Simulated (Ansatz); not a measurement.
**CH9BN2Si: two geometries relaxed**

Aim: relax the geometries before and after the inversion of the pyramid at N1, and see whether they are two minima and how far apart in energy. SMILES of the start: NBC(N)[SiH3].

Program: Ansatz 0.2.0. Level of theory: RKS B3LYP-D4/6-31G*. These are calculated values, not measurements.

## 1. The starting structure

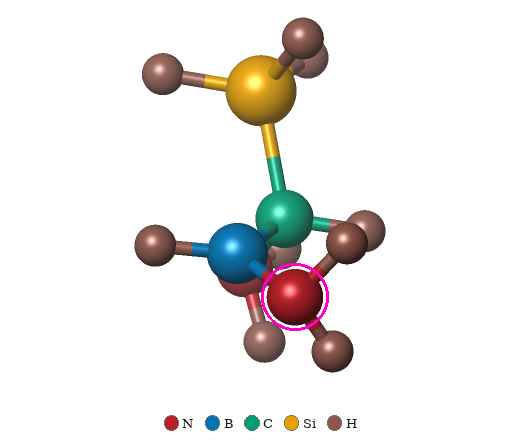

The starting structure, seen from a free direction (nitrogen red, boron blue, carbon teal, silicon amber, hydrogen brown). Ringed: N1.

Structure file:

```xyz
14

N    -2.2255   -0.9106    0.3432
B    -0.9340   -0.8019   -0.3806
C     0.2632   -0.0110    0.2586
N     1.4976   -0.9087    0.4695
Si    0.7907    1.3738   -0.8976
H    -2.5925    0.1336    0.4817
H    -2.0784   -1.2832    1.2769
H    -0.7563   -1.3247   -1.4275
H    -0.0129    0.4422    1.2879
H     1.1443   -1.6458    1.1943
H     2.1897   -0.3815    0.9448
H     1.9247    2.1404   -0.2713
H    -0.4041    2.3107   -1.0925
H     1.1806    0.8374   -2.1587
```

## 2. Relaxing end A

Input file input.yaml:

```yaml
crystal:
  periodic: [false, false, false]
  atoms:
    - { symbol: "N", position_ang: [-2.2255, -0.9106, 0.3432] }
    - { symbol: B, position_ang: [-0.934, -0.8019, -0.3806] }
    - { symbol: C, position_ang: [0.2632, -0.011, 0.2586] }
    - { symbol: "N", position_ang: [1.4976, -0.9087, 0.4695] }
    - { symbol: Si, position_ang: [0.7907, 1.3738, -0.8976] }
    - { symbol: H, position_ang: [-2.5925, 0.1336, 0.4817] }
    - { symbol: H, position_ang: [-2.0784, -1.2832, 1.2769] }
    - { symbol: H, position_ang: [-0.7563, -1.3247, -1.4275] }
    - { symbol: H, position_ang: [-0.0129, 0.4422, 1.2879] }
    - { symbol: H, position_ang: [1.1443, -1.6458, 1.1943] }
    - { symbol: H, position_ang: [2.1897, -0.3815, 0.9448] }
    - { symbol: H, position_ang: [1.9247, 2.1404, -0.2713] }
    - { symbol: H, position_ang: [-0.4041, 2.3107, -1.0925] }
    - { symbol: H, position_ang: [1.1806, 0.8374, -2.1587] }
basis:
  gaussian: { orbitals: "6-31G*" }
hamiltonian:
  xc: b3lyp
  dispersion: d4
relax:
  f_tol: 0.015
  max_steps: 40
```

Started as:

```sh
$ ansatz run input.yaml --threads 2 --pin off --max-ram 3072MiB --backend cpu --events-out ev --progress --plain --runs-dir out
```

The program printed, cut to the lines that bear on the results:

```text
Warning: RAYON_NUM_THREADS=2 ignored (pool sized by the plan → 2); use --threads N
[...]
Functional definition: B3LYP
[...]
1135 factors; integrals over basis functions are off by at most 5.4e-4 eV
[...]
mean field -12716.61200133 eV, -467.3268714197 hartree, gradient 7.4e-5 eV, S^2 0.000000; 0 other end points of the search recorded, 0 dependent functions left out
[...]
reference -12716.61224775 eV, -467.3268804754 hartree; 24, 24 occupied and 73, 73 virtual orbitals, 1135 factors
relax step   1: F+E_penalty+E_count = -12717.06625852 eV  Δ(F+E_penalty+E_count) = +0.000e0 eV  max|allowed force component| = 2.839e0 eV/Å  Δτ_max = 0.0000 Å  (26 SCF iters, accepted)
[...]
relax step   3: F+E_penalty+E_count = -12717.63261648 eV  Δ(F+E_penalty+E_count) = -1.393e-1 eV  max|allowed force component| = 8.155e-1 eV/Å  Δτ_max = 0.1939 Å  (29 SCF iters, accepted)
[...]
relax step   5: F+E_penalty+E_count = -12718.03874339 eV  Δ(F+E_penalty+E_count) = -2.379e-1 eV  max|allowed force component| = 2.147e0 eV/Å  Δτ_max = 0.1962 Å  (28 SCF iters, accepted)
[...]
relax step   7: F+E_penalty+E_count = -12718.58491187 eV  Δ(F+E_penalty+E_count) = -2.673e-1 eV  max|allowed force component| = 1.502e0 eV/Å  Δτ_max = 0.1948 Å  (27 SCF iters, accepted)
[...]
relax step   9: F+E_penalty+E_count = -12718.81274277 eV  Δ(F+E_penalty+E_count) = -7.070e-2 eV  max|allowed force component| = 1.819e0 eV/Å  Δτ_max = 0.1911 Å  (27 SCF iters, accepted)
[...]
relax step  10: F+E_penalty+E_count = -12718.88510237 eV  Δ(F+E_penalty+E_count) = -7.236e-2 eV  max|allowed force component| = 9.104e-1 eV/Å  Δτ_max = 0.1618 Å  (28 SCF iters, accepted)
[...]
relax step  11: F+E_penalty+E_count = -12718.89002764 eV  Δ(F+E_penalty+E_count) = -4.925e-3 eV  max|allowed force component| = 7.474e-1 eV/Å  Δτ_max = 0.2000 Å  (27 SCF iters, accepted)
[...]
1135 factors; integrals over basis functions are off by at most 7.2e-4 eV
mean field -12718.47193751 eV, -467.3952228136 hartree, gradient 6.3e-5 eV, S^2 0.000000; 0 other end points of the search recorded, 0 dependent functions left out
[...]
reference -12718.47219062 eV, -467.3952321152 hartree; 24, 24 occupied and 73, 73 virtual orbitals, 1135 factors
```

## 3. The log goes on: end point A relaxed

The log, continued:

```text
relax step  12: F+E_penalty+E_count = -12718.93111944 eV  Δ(F+E_penalty+E_count) = -4.109e-2 eV  max|allowed force component| = 2.112e-1 eV/Å  Δτ_max = 0.0587 Å  (25 SCF iters, accepted)
these checks for a lower state are left out or cut short: starts, cluster_reference, orbital_swaps, neighbouring_geometries, increment
1135 factors; integrals over basis functions are off by at most 7.4e-4 eV
mean field evaluation 96: about -12718.4801 eV, gradient 8.9e-5 eV
mean field -12718.48014785 eV, -467.3955245382 hartree, gradient 8.9e-5 eV, S^2 0.000000; 0 other end points of the search recorded, 0 dependent functions left out
the calculation of the forces begins
reference -12718.48040140 eV, -467.3955338559 hartree; 24, 24 occupied and 73, 73 virtual orbitals, 1135 factors
relax step  13: F+E_penalty+E_count = -12718.94062520 eV  Δ(F+E_penalty+E_count) = -9.506e-3 eV  max|allowed force component| = 2.912e-1 eV/Å  Δτ_max = 0.1405 Å  (24 SCF iters, accepted)
these checks for a lower state are left out or cut short: starts, cluster_reference, orbital_swaps, neighbouring_geometries, increment
1135 factors; integrals over basis functions are off by at most 7.5e-4 eV
mean field -12718.48454833 eV, -467.3956862525 hartree, gradient 6.4e-5 eV, S^2 0.000000; 0 other end points of the search recorded, 0 dependent functions left out
the calculation of the forces begins
reference -12718.48480177 eV, -467.3956955663 hartree; 24, 24 occupied and 73, 73 virtual orbitals, 1135 factors
relax step  14: F+E_penalty+E_count = -12718.94540511 eV  Δ(F+E_penalty+E_count) = -4.780e-3 eV  max|allowed force component| = 2.294e-1 eV/Å  Δτ_max = 0.1068 Å  (25 SCF iters, accepted)
these checks for a lower state are left out or cut short: starts, cluster_reference, orbital_swaps, neighbouring_geometries, increment
1135 factors; integrals over basis functions are off by at most 7.5e-4 eV
mean field -12718.48662413 eV, -467.3957625369 hartree, gradient 6.2e-5 eV, S^2 0.000000; 0 other end points of the search recorded, 0 dependent functions left out
the calculation of the forces begins
reference -12718.48687730 eV, -467.3957718408 hartree; 24, 24 occupied and 73, 73 virtual orbitals, 1135 factors
relax step  15: F+E_penalty+E_count = -12718.94789851 eV  Δ(F+E_penalty+E_count) = -2.493e-3 eV  max|allowed force component| = 8.169e-2 eV/Å  Δτ_max = 0.0471 Å  (25 SCF iters, accepted)
these checks for a lower state are left out or cut short: starts, cluster_reference, orbital_swaps, neighbouring_geometries, increment
1135 factors; integrals over basis functions are off by at most 7.5e-4 eV
mean field -12718.48750067 eV, -467.3957947492 hartree, gradient 6.1e-5 eV, S^2 0.000000; 0 other end points of the search recorded, 0 dependent functions left out
the calculation of the forces begins
reference -12718.48775334 eV, -467.3958040347 hartree; 24, 24 occupied and 73, 73 virtual orbitals, 1135 factors
relax step  16: F+E_penalty+E_count = -12718.94996741 eV  Δ(F+E_penalty+E_count) = -2.069e-3 eV  max|allowed force component| = 1.133e-1 eV/Å  Δτ_max = 0.0786 Å  (25 SCF iters, accepted)
these checks for a lower state are left out or cut short: starts, cluster_reference, orbital_swaps, neighbouring_geometries, increment
1135 factors; integrals over basis functions are off by at most 7.4e-4 eV
mean field -12718.48732490 eV, -467.3957882898 hartree, gradient 5.9e-5 eV, S^2 0.000000; 0 other end points of the search recorded, 0 dependent functions left out
the calculation of the forces begins
reference -12718.48757724 eV, -467.3957975630 hartree; 24, 24 occupied and 73, 73 virtual orbitals, 1135 factors
relax step  17: F+E_penalty+E_count = -12718.95062988 eV  Δ(F+E_penalty+E_count) = -6.625e-4 eV  max|allowed force component| = 1.258e-1 eV/Å  Δτ_max = 0.0583 Å  (25 SCF iters, accepted)
these checks for a lower state are left out or cut short: starts, cluster_reference, orbital_swaps, neighbouring_geometries, increment
1135 factors; integrals over basis functions are off by at most 7.4e-4 eV
mean field -12718.48753192 eV, -467.3957958978 hartree, gradient 6.0e-5 eV, S^2 0.000000; 0 other end points of the search recorded, 0 dependent functions left out
the calculation of the forces begins
reference -12718.48778408 eV, -467.3958051641 hartree; 24, 24 occupied and 73, 73 virtual orbitals, 1135 factors
relax step  18: F+E_penalty+E_count = -12718.95130594 eV  Δ(F+E_penalty+E_count) = -6.761e-4 eV  max|allowed force component| = 3.660e-2 eV/Å  Δτ_max = 0.0299 Å  (26 SCF iters, accepted)
these checks for a lower state are left out or cut short: starts, cluster_reference, orbital_swaps, neighbouring_geometries, increment
1135 factors; integrals over basis functions are off by at most 7.4e-4 eV
mean field -12718.48777734 eV, -467.3958049165 hartree, gradient 9.9e-6 eV, S^2 0.000000; 0 other end points of the search recorded, 0 dependent functions left out
the calculation of the forces begins
reference -12718.48802949 eV, -467.3958141828 hartree; 24, 24 occupied and 73, 73 virtual orbitals, 1135 factors
relax step  19: F+E_penalty+E_count = -12718.95148381 eV  Δ(F+E_penalty+E_count) = -1.779e-4 eV  max|allowed force component| = 1.731e-2 eV/Å  Δτ_max = 0.0074 Å  (23 SCF iters, accepted)
these checks for a lower state are left out or cut short: starts, cluster_reference, orbital_swaps, neighbouring_geometries, increment
1135 factors; integrals over basis functions are off by at most 7.5e-4 eV
mean field evaluation 128: about -12718.4717 eV, gradient 2.9e-1 eV
mean field -12718.48783178 eV, -467.3958069174 hartree, gradient 1.4e-5 eV, S^2 0.000000; 0 other end points of the search recorded, 0 dependent functions left out
the calculation of the forces begins
reference -12718.48808396 eV, -467.3958161846 hartree; 24, 24 occupied and 73, 73 virtual orbitals, 1135 factors
relax step  20: F+E_penalty+E_count = -12718.95155567 eV  Δ(F+E_penalty+E_count) = -7.186e-5 eV  max|allowed force component| = 1.178e-2 eV/Å  Δτ_max = 0.0103 Å  (23 SCF iters, accepted)
1135 factors; integrals over basis functions are off by at most 7.5e-4 eV
mean field -12718.48783178 eV, -467.3958069174 hartree, gradient 1.4e-5 eV, S^2 0.000000; 1 other end points of the search recorded, 0 dependent functions left out
the calculation of the forces begins
reference -12718.48808396 eV, -467.3958161846 hartree; 24, 24 occupied and 73, 73 virtual orbitals, 1135 factors
Total energy: -12718.95180785 eV, -467.4128577232 hartree
Atom 0 at    -2.141473    -0.459704     0.132975 Å, force    -0.011781     0.006087     0.003128 eV/Å
Atom 1 at    -0.838506    -0.895346    -0.132013 Å, force     0.010901    -0.005098     0.001250 eV/Å
Atom 2 at     0.412103    -0.136135     0.456124 Å, force    -0.004700     0.010535    -0.003426 eV/Å
Atom 3 at     1.661225    -0.919628     0.357943 Å, force     0.005106    -0.003090    -0.001087 eV/Å
Atom 4 at     0.644075     1.392118    -0.653540 Å, force     0.002842    -0.002577     0.002487 eV/Å
Atom 5 at    -2.956550    -0.891350    -0.278342 Å, force    -0.001465     0.000649     0.001053 eV/Å
Atom 6 at    -2.362069     0.335661     0.718867 Å, force     0.001939    -0.001532    -0.001591 eV/Å
Atom 7 at    -0.697887    -1.843937    -0.850338 Å, force     0.001854    -0.004596    -0.002666 eV/Å
Atom 8 at     0.179993     0.227979     1.476747 Å, force    -0.001767     0.000636     0.002915 eV/Å
Atom 9 at     1.543357    -1.839769     0.777709 Å, force     0.000498    -0.000277    -0.001416 eV/Å
Atom 10 at     2.412901    -0.460460     0.867951 Å, force    -0.001356    -0.001043     0.000144 eV/Å
Atom 11 at     1.965250     2.027965    -0.378168 Å, force    -0.001609    -0.001235     0.000117 eV/Å
Atom 12 at    -0.419701     2.401440    -0.373651 Å, force    -0.001332     0.001495     0.000591 eV/Å
Atom 13 at     0.584382     1.031866    -2.093565 Å, force     0.000870     0.000046    -0.001500 eV/Å
Dipole moment:    -0.386058    -0.011501     0.445741 e Å
```

Wall time 25 s (2 threads of AMD EPYC 9R45 (Zen 5), shared host); peak memory 0.24 GiB.

The steps of the relaxation:

```csv
step,energy from step 1 (eV),largest force component (eV/Å)
1,0.0000,2.8391
2,-0.4270,1.0006
3,-0.5664,0.8155
4,-0.7346,1.3185
5,-0.9725,2.1466
6,-1.2513,2.3245
7,-1.5187,1.5020
8,-1.6758,1.1183
9,-1.7465,1.8189
10,-1.8188,0.9104
11,-1.8238,0.7474
12,-1.8649,0.2112
13,-1.8744,0.2912
14,-1.8791,0.2294
15,-1.8816,0.0817
16,-1.8837,0.1133
17,-1.8844,0.1258
18,-1.8850,0.0366
19,-1.8852,0.0173
20,-1.8853,0.0118
```

Step 1 is the start.

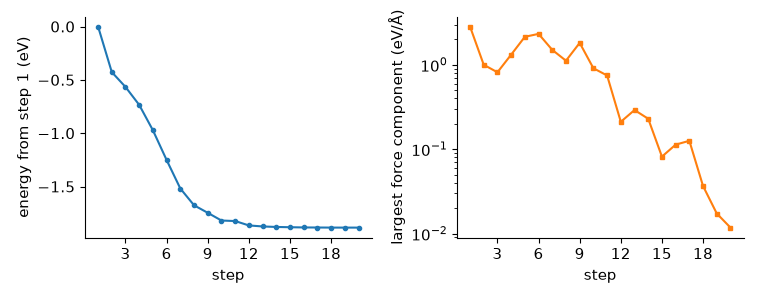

How energy and force went from step to step.

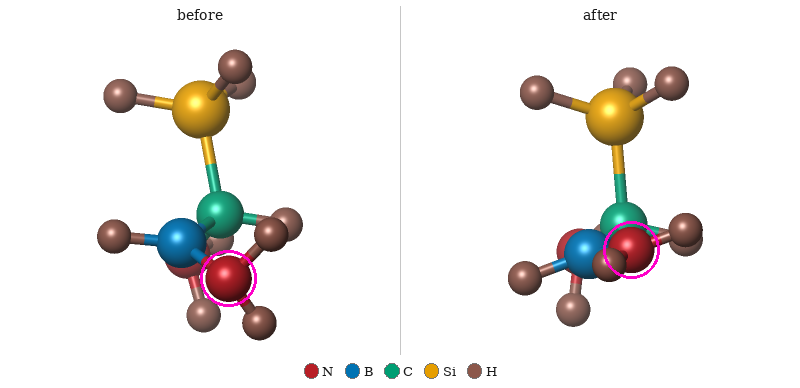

The structure before (left) and after (right), drawn at the same scale.

After: Bond lengths: N1–B2 1.399 Å, B2–C3 1.577 Å, C3–N4 1.478 Å, C3–Si5 1.903 Å, N1–H6 1.010 Å, N1–H7 1.012 Å, B2–H8 1.198 Å, C3–H9 1.108 Å, N4–H10 1.018 Å, N4–H11 1.018 Å, Si5–H12 1.492 Å, Si5–H13 1.493 Å, Si5–H14 1.486 Å. Angles (14 of 21 angles, heavy atoms first): N1–B2–C3 121.2°, B2–C3–N4 113.0°, B2–C3–Si5 105.4°, N4–C3–Si5 106.5°, N1–B2–H8 118.0°, C3–B2–H8 120.8°, B2–N1–H6 122.8°, B2–N1–H7 123.9°, B2–C3–H9 109.6°, N4–C3–H9 114.4°, Si5–C3–H9 107.4°, C3–N4–H10 110.7°, C3–N4–H11 110.6°, C3–Si5–H12 110.0°.

## 4. End point B

The second end starts from a geometry with the move made by hand.

Changes to input.yaml since step 2:

```diff
@@ -8,4 +8,4 @@
     - { symbol: Si, position_ang: [0.7907, 1.3738, -0.8976] }
-    - { symbol: H, position_ang: [-2.5925, 0.1336, 0.4817] }
-    - { symbol: H, position_ang: [-2.0784, -1.2832, 1.2769] }
+    - { symbol: H, position_ang: [-3.02279, -0.73073, -0.41588] }
+    - { symbol: H, position_ang: [-2.36527, -1.85945, 0.67848] }
     - { symbol: H, position_ang: [-0.7563, -1.3247, -1.4275] }
```

Started as:

```sh
$ ansatz run input.yaml --threads 2 --pin off --max-ram 3072MiB --backend cpu --events-out ev --progress --plain --runs-dir out
```

The program printed, cut to the lines that bear on the results:

```text
Warning: RAYON_NUM_THREADS=2 ignored (pool sized by the plan → 2); use --threads N
[...]
Functional definition: B3LYP
[...]
1133 factors; integrals over basis functions are off by at most 5.4e-4 eV
[...]
mean field -12716.75850614 eV, -467.3322553722 hartree, gradient 8.1e-5 eV, S^2 0.000000; 0 other end points of the search recorded, 0 dependent functions left out
[...]
reference -12716.75875414 eV, -467.3322644858 hartree; 24, 24 occupied and 73, 73 virtual orbitals, 1133 factors
relax step   1: F+E_penalty+E_count = -12717.20661283 eV  Δ(F+E_penalty+E_count) = +0.000e0 eV  max|allowed force component| = 2.781e0 eV/Å  Δτ_max = 0.0000 Å  (25 SCF iters, accepted)
[...]
relax step   4: F+E_penalty+E_count = -12718.28329928 eV  Δ(F+E_penalty+E_count) = -2.789e-1 eV  max|allowed force component| = 2.009e0 eV/Å  Δτ_max = 0.2000 Å  (28 SCF iters, accepted)
[...]
relax step   7: F+E_penalty+E_count = -12718.83126820 eV  Δ(F+E_penalty+E_count) = -1.053e-1 eV  max|allowed force component| = 4.810e-1 eV/Å  Δτ_max = 0.2000 Å  (27 SCF iters, accepted)
[...]
relax step  10: F+E_penalty+E_count = -12718.91122566 eV  Δ(F+E_penalty+E_count) = -2.412e-2 eV  max|allowed force component| = 3.488e-1 eV/Å  Δτ_max = 0.2000 Å  (27 SCF iters, accepted)
[...]
relax step  11: F+E_penalty+E_count = -12718.92296330 eV  Δ(F+E_penalty+E_count) = -1.174e-2 eV  max|allowed force component| = 3.289e-1 eV/Å  Δτ_max = 0.1742 Å  (27 SCF iters, accepted)
[...]
relax step  12: F+E_penalty+E_count = -12718.93699113 eV  Δ(F+E_penalty+E_count) = -1.403e-2 eV  max|allowed force component| = 2.060e-1 eV/Å  Δτ_max = 0.0924 Å  (25 SCF iters, accepted)
[...]
1133 factors; integrals over basis functions are off by at most 7.1e-4 eV
[...]
mean field -12718.47916559 eV, -467.3954884407 hartree, gradient 6.6e-5 eV, S^2 0.000000; 0 other end points of the search recorded, 0 dependent functions left out
[...]
reference -12718.47941941 eV, -467.3954977683 hartree; 24, 24 occupied and 73, 73 virtual orbitals, 1133 factors
```

## 5. The output, continued: end point B relaxed

Output, continued, cut to the lines that bear on the results:

```text
relax step  13: F+E_penalty+E_count = -12718.93637094 eV  Δ(F+E_penalty+E_count) = +6.202e-4 eV  max|allowed force component| = 2.477e-1 eV/Å  Δτ_max = 0.0993 Å  (25 SCF iters, rejected (line search))
[...]
relax step  19: F+E_penalty+E_count = -12718.95139101 eV  Δ(F+E_penalty+E_count) = -3.786e-4 eV  max|allowed force component| = 4.271e-2 eV/Å  Δτ_max = 0.0157 Å  (23 SCF iters, accepted)
[...]
relax step  20: F+E_penalty+E_count = -12718.95151867 eV  Δ(F+E_penalty+E_count) = -1.277e-4 eV  max|allowed force component| = 7.244e-3 eV/Å  Δτ_max = 0.0076 Å  (22 SCF iters, accepted)
1133 factors; integrals over basis functions are off by at most 7.4e-4 eV
mean field -12718.48784299 eV, -467.3958073291 hartree, gradient 1.9e-5 eV, S^2 0.000000; 1 other end points of the search recorded, 0 dependent functions left out
[...]
Atom 4 at     0.540482     1.343632    -0.688226 Å, force    -0.005179     0.006147     0.004106 eV/Å
Atom 5 at    -2.896433    -1.208491    -0.651740 Å, force    -0.000499     0.002339     0.002758 eV/Å
Atom 6 at    -2.487043     0.040148     0.409660 Å, force     0.005155     0.000101    -0.000615 eV/Å
Atom 7 at    -0.529629    -1.976372    -1.037206 Å, force    -0.003966     0.004238     0.005114 eV/Å
Atom 8 at    -0.018204     0.114525     1.382224 Å, force    -0.000056     0.000821    -0.000056 eV/Å
Atom 9 at     1.553271    -1.834289     0.787076 Å, force     0.000344    -0.000300    -0.001368 eV/Å
Atom 10 at     2.305699    -0.395710     0.963336 Å, force    -0.001437    -0.000477     0.001144 eV/Å
Atom 11 at     1.782277     2.070037    -0.293994 Å, force     0.003221    -0.002857    -0.001163 eV/Å
Atom 12 at    -0.614364     2.268595    -0.489056 Å, force    -0.002407    -0.000446    -0.002226 eV/Å
Atom 13 at     0.628615     1.004122    -2.131929 Å, force     0.002795    -0.000033     0.001057 eV/Å
Dipole moment:    -0.420616    -0.048096     0.410364 e Å
```

Run time: 24 s. Hardware: 2 threads of AMD EPYC 9R45 (Zen 5), shared host; peak memory 0.23 GiB.

Relaxation path:

```csv
step,energy from step 1 (eV),largest force component (eV/Å)
1,0.0000,2.7812
2,-0.5220,2.0159
3,-0.7978,2.0423
4,-1.0767,2.0091
5,-1.3056,1.5109
6,-1.5194,0.9127
7,-1.6247,0.4810
8,-1.6592,0.4363
9,-1.6805,0.7889
10,-1.7046,0.3488
11,-1.7164,0.3289
12,-1.7304,0.2060
13x,-1.7298,0.2477
14,-1.7365,0.0993
15,-1.7411,0.1044
16,-1.7432,0.1692
17,-1.7443,0.0776
18,-1.7444,0.0689
19,-1.7448,0.0427
20,-1.7449,0.0072
```

Step 1 is the start. 1 step was tried and not accepted (marked x).

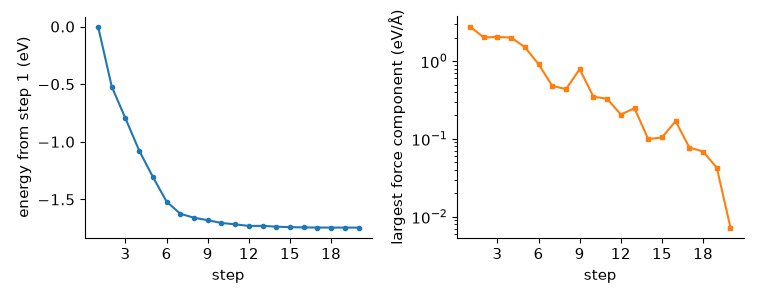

How energy and force went from step to step.

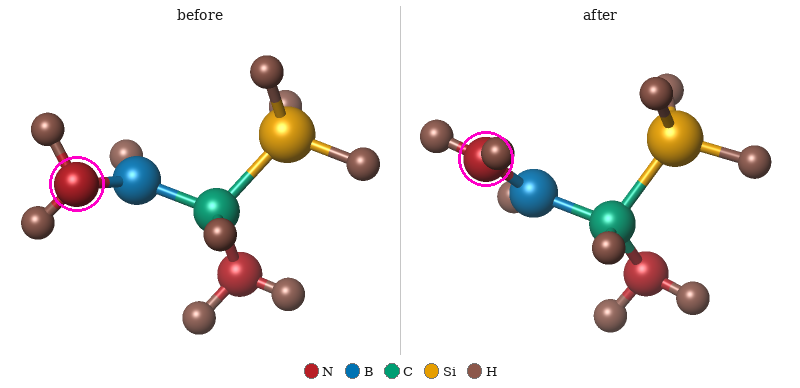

Before and after, at one scale.

After: Bond lengths: N1–B2 1.400 Å, B2–C3 1.577 Å, C3–N4 1.478 Å, C3–Si5 1.903 Å, N1–H6 1.010 Å, N1–H7 1.012 Å, B2–H8 1.199 Å, C3–H9 1.108 Å, N4–H10 1.018 Å, N4–H11 1.018 Å, Si5–H12 1.492 Å, Si5–H13 1.493 Å, Si5–H14 1.486 Å. Angles (14 of 21 angles, heavy atoms first): N1–B2–C3 121.2°, B2–C3–N4 112.9°, B2–C3–Si5 105.4°, N4–C3–Si5 106.5°, N1–B2–H8 118.0°, C3–B2–H8 120.7°, B2–N1–H6 122.7°, B2–N1–H7 123.9°, B2–C3–H9 109.6°, N4–C3–H9 114.4°, Si5–C3–H9 107.4°, C3–N4–H10 110.7°, C3–N4–H11 110.6°, C3–Si5–H12 110.1°.

## 6. Summary of results

```
                           quantity                     value
                              end A  19 moves, 1.885 eV lower
                              end B  18 moves, 1.745 eV lower
largest difference between the ends                    0.01 Å
            end B relative to end A                 +0.000 eV
```

What this shows: Both starts fell into the same minimum (no atom differs by more than 0.01 Å), so from this start no second minimum was found and no band was run; another arrangement could still be one.
